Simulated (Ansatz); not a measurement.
## Molecular dynamics of ZrBr₂F₂ (part 1 of 2)

The run: molecular dynamics of ZrBr₂F₂, SMILES [F][Zr]([F])([Br])[Br]. Method and program: RKS r2SCAN-d3bj/def2-SVP (Ansatz 0.2.0).

The geometry comes from this level: PBE0-D4/def2-TZVP. Figures and captions count atoms from 1; the log counts them from 0 in places.

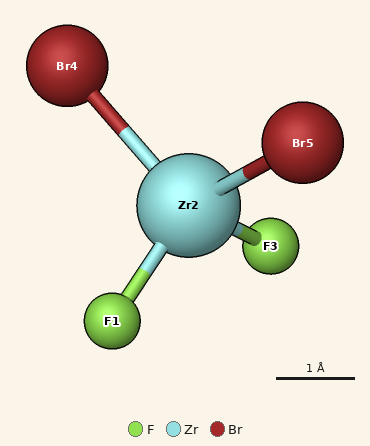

Figure 1. The structure as given in the input (ball-and-stick view, seen at a tilt; atoms are numbered from 1 in the order of the input). Sticks mark near contacts.

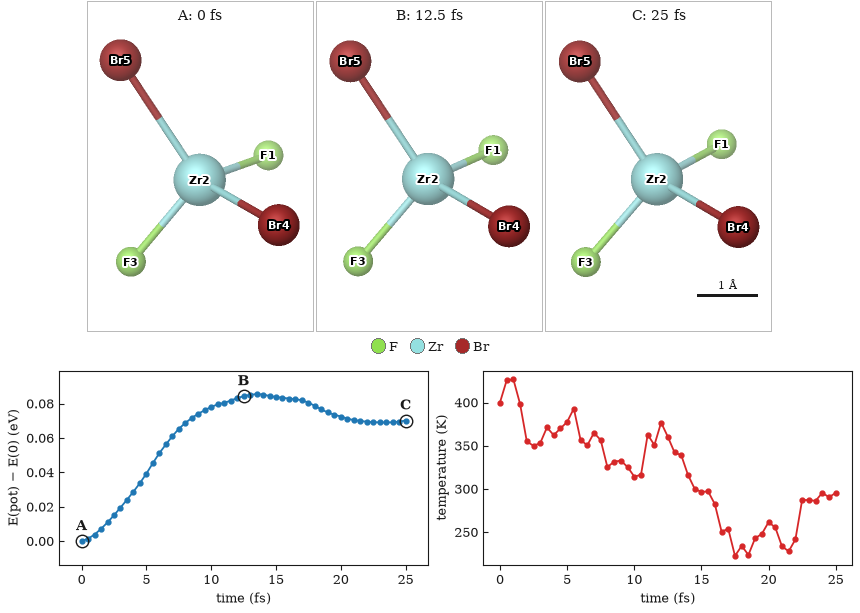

Figure 2. Frames of the molecular dynamics (ball-and-stick, seen at an oblique angle) above the curves, on which the letters mark them. The trajectory kept here has 51 frames over 25 fs. The temperature starts at 400 K, ranges from 223 to 427 K and averages 276 K over the second half. The potential energy ends 0.070 eV above its first value. After an unweighted best fit of the last frame on the first, the root-mean-square displacement is 0.09 Å.

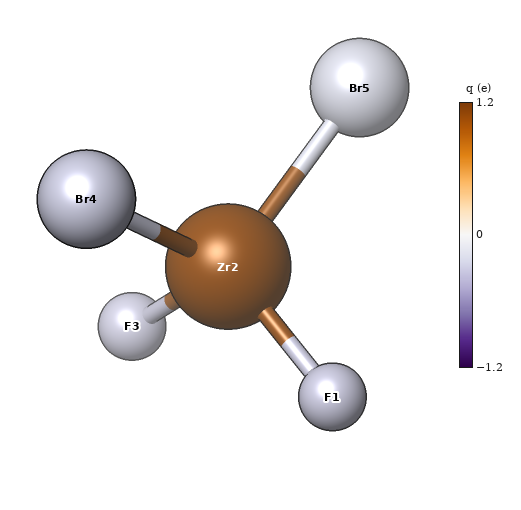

Figure 3. Mulliken charges, as the colour of each atom (ball-and-stick view, seen at a tilt; atoms are numbered from 1 in the order of the input). By element: F −0.32, Zr +1.13 and Br −0.28 to −0.21 e.

The input that produced these results follows, with the program's output.

## The input
```yaml
crystal:
  periodic: [false, false, false]
  atoms:
    - {symbol: F, position_ang: [0.180769, -0.617213, 1.846919]}
    - {symbol: Zr, position_ang: [0.090097, -0.103934, 0.041026]}
    - {symbol: F, position_ang: [1.353961, -1.099256, -0.931035]}
    - {symbol: Br, position_ang: [-2.186306, -0.570647, -0.839359]}
    - {symbol: Br, position_ang: [0.611479, 2.317449, -0.158951]}
basis:
  gaussian: {orbitals: def2-SVP}
hamiltonian: {xc: {name: r2SCAN}, dispersion: d3bj}
md: {timestep: 0.5 fs, n_steps: 50, ensemble: nvt_langevin, temperature: 500, initial_velocities: maxwell_boltzmann, friction: 0.01, seed: 337}
```

Launch command:
```bash
ansatz run in.yaml --threads 4 --pin off --events-out ev --progress --plain --max-ram 10444MiB
```

## What the program printed
```
Warning: the engine holds no damping parameters fitted to this dispersion correction and functional, so the run takes those fitted to r2scan beside the three-body term, which d3bj leaves out (hamiltonian.dispersion, under Limitations)
Functional definition: r2SCAN
  name "r2SCAN"
  cite "Furness, Kaplan, Ning, Perdew & Sun, J. Phys. Chem. Lett. 11, 8208 (2020) doi:10.1021/acs.jpclett.0c02405"
  cite "Furness, Kaplan, Ning, Perdew & Sun, J. Phys. Chem. Lett. 11, 9248 (2020) doi:10.1021/acs.jpclett.0c03077"
  parent r2scan
  parameter k0 = 0.174
  parameter k1 = 0.065
  parameter a1 = 4.9479
  exchange = r2scan_x(k0 = k0, k1 = k1, a1 = a1)
  correlation = r2scan_c
1264 factors; their error is unknown
mean field evaluation 1: about -146789.0860 eV, gradient 4.8e1 eV
mean field evaluation 2: about -146743.7652 eV, gradient 1.8e2 eV
mean field evaluation 4: about -146792.5484 eV, gradient 9.9e0 eV
mean field evaluation 8: about -146792.7209 eV, gradient 1.2e-1 eV
mean field evaluation 16: about -146792.7210 eV, gradient 5.9e-5 eV
mean field -146792.72096406 eV, -5394.5329957492 hartree, gradient 3.1e-5 eV, S^2 0.000000; 0 other end points of the search recorded, 0 dependent functions left out
the calculation of the forces begins
reference -146792.72099151 eV, -5394.5329967579 hartree; 50, 50 occupied and 73, 73 virtual orbitals, 1264 factors
md step     0: t =     0.00 fs  T =   400.0 K  F+E_penalty+E_count = -146792.76115120 eV  E_kin = 0.258520 eV  (30 SCF iters)
these checks for a lower state are left out or cut short: starts, cluster_reference, orbital_swaps, neighbouring_geometries, increment
1264 factors; their error is unknown
mean field -146792.71951391 eV, -5394.5329424571 hartree, gradient 9.7e-6 eV, S^2 0.000000; 0 other end points of the search recorded, 0 dependent functions left out
the calculation of the forces begins
reference -146792.71954135 eV, -5394.5329434655 hartree; 50, 50 occupied and 73, 73 virtual orbitals, 1264 factors
md step     1: t =     0.50 fs  T =   425.6 K  F+E_penalty+E_count = -146792.75970314 eV  E_kin = 0.275086 eV  (33 SCF iters)
[... from here on the SCF iterations and repeated set-up lines of each step are left out, up to the last step ...]
md step     2: t =     1.00 fs  T =   426.8 K  F+E_penalty+E_count = -146792.75729018 eV  E_kin = 0.275856 eV  (33 SCF iters)
md step     3: t =     1.50 fs  T =   398.2 K  F+E_penalty+E_count = -146792.75398676 eV  E_kin = 0.257351 eV  (33 SCF iters)
md step     4: t =     2.00 fs  T =   354.9 K  F+E_penalty+E_count = -146792.75022694 eV  E_kin = 0.229382 eV  (33 SCF iters)
md step     5: t =     2.50 fs  T =   349.9 K  F+E_penalty+E_count = -146792.74608828 eV  E_kin = 0.226153 eV  (33 SCF iters)
md step     6: t =     3.00 fs  T =   353.1 K  F+E_penalty+E_count = -146792.74160550 eV  E_kin = 0.228216 eV  (33 SCF iters)
md step     7: t =     3.50 fs  T =   371.2 K  F+E_penalty+E_count = -146792.73706156 eV  E_kin = 0.239921 eV  (32 SCF iters)
md step     8: t =     4.00 fs  T =   362.2 K  F+E_penalty+E_count = -146792.73234474 eV  E_kin = 0.234113 eV  (33 SCF iters)
md step     9: t =     4.50 fs  T =   369.9 K  F+E_penalty+E_count = -146792.72737590 eV  E_kin = 0.239091 eV  (33 SCF iters)
md step    10: t =     5.00 fs  T =   377.5 K  F+E_penalty+E_count = -146792.72184297 eV  E_kin = 0.243993 eV  (33 SCF iters)
md step    11: t =     5.50 fs  T =   393.0 K  F+E_penalty+E_count = -146792.71573973 eV  E_kin = 0.254005 eV  (33 SCF iters)
md step    12: t =     6.00 fs  T =   356.8 K  F+E_penalty+E_count = -146792.70994102 eV  E_kin = 0.230595 eV  (33 SCF iters)
md step    13: t =     6.50 fs  T =   350.4 K  F+E_penalty+E_count = -146792.70491128 eV  E_kin = 0.226491 eV  (33 SCF iters)
md step    14: t =     7.00 fs  T =   364.9 K  F+E_penalty+E_count = -146792.70012188 eV  E_kin = 0.235844 eV  (33 SCF iters)
md step    15: t =     7.50 fs  T =   356.6 K  F+E_penalty+E_count = -146792.69578000 eV  E_kin = 0.230461 eV  (33 SCF iters)
md step    16: t =     8.00 fs  T =   325.3 K  F+E_penalty+E_count = -146792.69241523 eV  E_kin = 0.210241 eV  (32 SCF iters)
md step    17: t =     8.50 fs  T =   331.6 K  F+E_penalty+E_count = -146792.68947586 eV  E_kin = 0.214302 eV  (33 SCF iters)
md step    18: t =     9.00 fs  T =   332.8 K  F+E_penalty+E_count = -146792.68700786 eV  E_kin = 0.215073 eV  (30 SCF iters)
md step    19: t =     9.50 fs  T =   325.4 K  F+E_penalty+E_count = -146792.68496550 eV  E_kin = 0.210323 eV  (32 SCF iters)
md step    20: t =    10.00 fs  T =   314.4 K  F+E_penalty+E_count = -146792.68304246 eV  E_kin = 0.203176 eV  (32 SCF iters)
md step    21: t =    10.50 fs  T =   316.2 K  F+E_penalty+E_count = -146792.68158260 eV  E_kin = 0.204389 eV  (33 SCF iters)
md step    22: t =    11.00 fs  T =   362.8 K  F+E_penalty+E_count = -146792.68068481 eV  E_kin = 0.234490 eV  (33 SCF iters)
md step    23: t =    11.50 fs  T =   350.8 K  F+E_penalty+E_count = -146792.67941036 eV  E_kin = 0.226696 eV  (34 SCF iters)
md step    24: t =    12.00 fs  T =   376.8 K  F+E_penalty+E_count = -146792.67787420 eV  E_kin = 0.243520 eV  (34 SCF iters)
md step    25: t =    12.50 fs  T =   360.4 K  F+E_penalty+E_count = -146792.67686622 eV  E_kin = 0.232897 eV  (34 SCF iters)
md step    26: t =    13.00 fs  T =   342.2 K  F+E_penalty+E_count = -146792.67604833 eV  E_kin = 0.221155 eV  (34 SCF iters)
md step    27: t =    13.50 fs  T =   339.0 K  F+E_penalty+E_count = -146792.67556128 eV  E_kin = 0.219083 eV  (33 SCF iters)
md step    28: t =    14.00 fs  T =   316.3 K  F+E_penalty+E_count = -146792.67584611 eV  E_kin = 0.204405 eV  (34 SCF iters)
md step    29: t =    14.50 fs  T =   300.1 K  F+E_penalty+E_count = -146792.67669446 eV  E_kin = 0.193968 eV  (34 SCF iters)
md step    30: t =    15.00 fs  T =   296.6 K  F+E_penalty+E_count = -146792.67732191 eV  E_kin = 0.191693 eV  (34 SCF iters)
md step    31: t =    15.50 fs  T =   297.1 K  F+E_penalty+E_count = -146792.67769427 eV  E_kin = 0.192041 eV  (34 SCF iters)
md step    32: t =    16.00 fs  T =   282.4 K  F+E_penalty+E_count = -146792.67819434 eV  E_kin = 0.182536 eV  (34 SCF iters)
md step    33: t =    16.50 fs  T =   250.8 K  F+E_penalty+E_count = -146792.67853990 eV  E_kin = 0.162065 eV  (34 SCF iters)
md step    34: t =    17.00 fs  T =   253.7 K  F+E_penalty+E_count = -146792.67917117 eV  E_kin = 0.163984 eV  (34 SCF iters)
md step    35: t =    17.50 fs  T =   222.6 K  F+E_penalty+E_count = -146792.68052344 eV  E_kin = 0.143834 eV  (34 SCF iters)
md step    36: t =    18.00 fs  T =   234.1 K  F+E_penalty+E_count = -146792.68244596 eV  E_kin = 0.151325 eV  (30 SCF iters)
md step    37: t =    18.50 fs  T =   223.7 K  F+E_penalty+E_count = -146792.68450014 eV  E_kin = 0.144560 eV  (34 SCF iters)
md step    38: t =    19.00 fs  T =   243.0 K  F+E_penalty+E_count = -146792.68629555 eV  E_kin = 0.157049 eV  (34 SCF iters)
md step    39: t =    19.50 fs  T =   248.0 K  F+E_penalty+E_count = -146792.68755543 eV  E_kin = 0.160266 eV  (34 SCF iters)
md step    40: t =    20.00 fs  T =   261.6 K  F+E_penalty+E_count = -146792.68862870 eV  E_kin = 0.169050 eV  (34 SCF iters)
md step    41: t =    20.50 fs  T =   255.5 K  F+E_penalty+E_count = -146792.68984828 eV  E_kin = 0.165112 eV  (34 SCF iters)
md step    42: t =    21.00 fs  T =   233.6 K  F+E_penalty+E_count = -146792.69072908 eV  E_kin = 0.150947 eV  (34 SCF iters)
md step    43: t =    21.50 fs  T =   227.9 K  F+E_penalty+E_count = -146792.69119544 eV  E_kin = 0.147274 eV  (34 SCF iters)
md step    44: t =    22.00 fs  T =   241.7 K  F+E_penalty+E_count = -146792.69164357 eV  E_kin = 0.156207 eV  (34 SCF iters)
md step    45: t =    22.50 fs  T =   287.2 K  F+E_penalty+E_count = -146792.69195194 eV  E_kin = 0.185634 eV  (34 SCF iters)
md step    46: t =    23.00 fs  T =   287.1 K  F+E_penalty+E_count = -146792.69203280 eV  E_kin = 0.185582 eV  (34 SCF iters)
md step    47: t =    23.50 fs  T =   286.2 K  F+E_penalty+E_count = -146792.69210673 eV  E_kin = 0.184967 eV  (34 SCF iters)
md step    48: t =    24.00 fs  T =   295.5 K  F+E_penalty+E_count = -146792.69200149 eV  E_kin = 0.190986 eV  (34 SCF iters)
md step    49: t =    24.50 fs  T =   290.5 K  F+E_penalty+E_count = -146792.69162441 eV  E_kin = 0.187759 eV  (33 SCF iters)
these checks for a lower state are left out or cut short: starts, cluster_reference, orbital_swaps, neighbouring_geometries, increment
1264 factors; their error is unknown
mean field -146792.65091296 eV, -5394.5304214187 hartree, gradient 8.7e-6 eV, S^2 0.000000; 0 other end points of the search recorded, 0 dependent functions left out
the calculation of the forces begins
reference -146792.65094055 eV, -5394.5304224329 hartree; 50, 50 occupied and 73, 73 virtual orbitals, 1264 factors
1264 factors; their error is unknown
mean field evaluation 416: about -146792.7743 eV, gradient 6.7e-2 eV
mean field -146792.65091296 eV, -5394.5304214186 hartree, gradient 8.8e-6 eV, S^2 0.000000; 1 other end points of the search recorded, 0 dependent functions left out
the calculation of the forces begins
reference -146792.65094055 eV, -5394.5304224329 hartree; 50, 50 occupied and 73, 73 virtual orbitals, 1264 factors
md step    50: t =    25.00 fs  T =   295.4 K  F+E_penalty+E_count = -146792.69095754 eV  E_kin = 0.190934 eV  (29 SCF iters)
Total energy: -146792.69098514 eV, -5394.5318940443 hartree
Atom 0 at     0.273115    -0.421461     1.900136 Å, force    -0.062171    -0.123731    -0.400158 eV/Å
Atom 1 at     0.096549    -0.078040     0.037159 Å, force    -0.320857    -1.010760    -0.094011 eV/Å
Atom 2 at     1.383709    -1.036402    -0.998959 Å, force    -0.340660     0.248178     0.371510 eV/Å
Atom 3 at    -2.234467    -0.623570    -0.848687 Å, force     0.610716     0.156691     0.280621 eV/Å
Atom 4 at     0.577778     2.301322    -0.128820 Å, force     0.112972     0.729621    -0.157963 eV/Å
Dipole moment:     0.047313     0.031500     0.017487 e Å
```

## Trajectory as extended XYZ (Å, eV, eV/Å), 36 of the 51 frames kept, from step=0 to step=50
```
5
Properties=species:S:1:pos:R:3:forces:R:3 step=0 time_fs=0.0 energy=-146792.76115 temperature=400.0
F     0.1808   -0.6172    1.8469    0.0222  -0.0871   0.2786
Zr    0.0901   -0.1039    0.0410   -0.1523   0.1697  -0.0938
F     1.3540   -1.0993   -0.9310    0.1998  -0.1601  -0.1419
Br   -2.1863   -0.5706   -0.8394   -0.0993  -0.0278  -0.0371
Br    0.6115    2.3174   -0.1590    0.0296   0.1052  -0.0058
5
Properties=species:S:1:pos:R:3:forces:R:3 step=1 time_fs=0.5 energy=-146792.75970 temperature=425.6
F     0.1817   -0.6129    1.8436    0.0303  -0.1282   0.4174
Zr    0.0910   -0.1032    0.0418   -0.1814   0.1628  -0.2659
F     1.3551   -1.0985   -0.9322    0.1829  -0.1457  -0.1228
Br   -2.1877   -0.5717   -0.8401   -0.0671  -0.0204  -0.0217
Br    0.6114    2.3165   -0.1579    0.0353   0.1315  -0.0070
5
Properties=species:S:1:pos:R:3:forces:R:3 step=3 time_fs=1.5 energy=-146792.75399 temperature=398.2
F     0.1837   -0.6033    1.8374    0.0473  -0.2128   0.7049
Zr    0.0927   -0.1018    0.0434   -0.2471   0.1636  -0.6134
F     1.3573   -1.0965   -0.9342    0.1576  -0.1247  -0.0907
Br   -2.1909   -0.5737   -0.8414   -0.0035  -0.0065   0.0086
Br    0.6113    2.3147   -0.1561    0.0456   0.1805  -0.0094
5
Properties=species:S:1:pos:R:3:forces:R:3 step=4 time_fs=2.0 energy=-146792.75023 temperature=354.9
F     0.1847   -0.5985    1.8347    0.0550  -0.2519   0.8398
Zr    0.0933   -0.1012    0.0441   -0.2692   0.1595  -0.7803
F     1.3587   -1.0958   -0.9350    0.1394  -0.1102  -0.0712
Br   -2.1924   -0.5748   -0.8419    0.0246  -0.0003   0.0223
Br    0.6113    2.3138   -0.1554    0.0501   0.2030  -0.0107
5
Properties=species:S:1:pos:R:3:forces:R:3 step=6 time_fs=3.0 energy=-146792.74161 temperature=353.1
F     0.1871   -0.5892    1.8304    0.0690  -0.3210   1.0811
Zr    0.0947   -0.0999    0.0457   -0.3063   0.1378  -1.0874
F     1.3612   -1.0943   -0.9371    0.0991  -0.0778  -0.0290
Br   -2.1952   -0.5768   -0.8431    0.0790   0.0120   0.0490
Br    0.6110    2.3120   -0.1539    0.0592   0.2490  -0.0137
5
Properties=species:S:1:pos:R:3:forces:R:3 step=7 time_fs=3.5 energy=-146792.73706 temperature=371.2
F     0.1887   -0.5844    1.8288    0.0752  -0.3506   1.1854
Zr    0.0953   -0.0993    0.0464   -0.3193   0.1205  -1.2275
F     1.3626   -1.0936   -0.9385    0.0746  -0.0585  -0.0048
Br   -2.1966   -0.5779   -0.8437    0.1063   0.0182   0.0625
Br    0.6109    2.3111   -0.1532    0.0632   0.2704  -0.0155
5
Properties=species:S:1:pos:R:3:forces:R:3 step=9 time_fs=4.5 energy=-146792.72738 temperature=369.9
F     0.1919   -0.5746    1.8262    0.0869  -0.4042   1.3750
Zr    0.0965   -0.0983    0.0474   -0.3536   0.0898  -1.4763
F     1.3654   -1.0914   -0.9410    0.0373  -0.0298   0.0336
Br   -2.1995   -0.5801   -0.8449    0.1582   0.0299   0.0876
Br    0.6106    2.3091   -0.1515    0.0712   0.3143  -0.0200
5
Properties=species:S:1:pos:R:3:forces:R:3 step=10 time_fs=5.0 energy=-146792.72184 temperature=377.5
F     0.1932   -0.5697    1.8247    0.0928  -0.4306   1.4710
Zr    0.0970   -0.0976    0.0478   -0.3689   0.0698  -1.6016
F     1.3669   -1.0903   -0.9422    0.0174  -0.0146   0.0536
Br   -2.2010   -0.5811   -0.8456    0.1828   0.0354   0.0995
Br    0.6103    2.3080   -0.1507    0.0759   0.3399  -0.0225
```
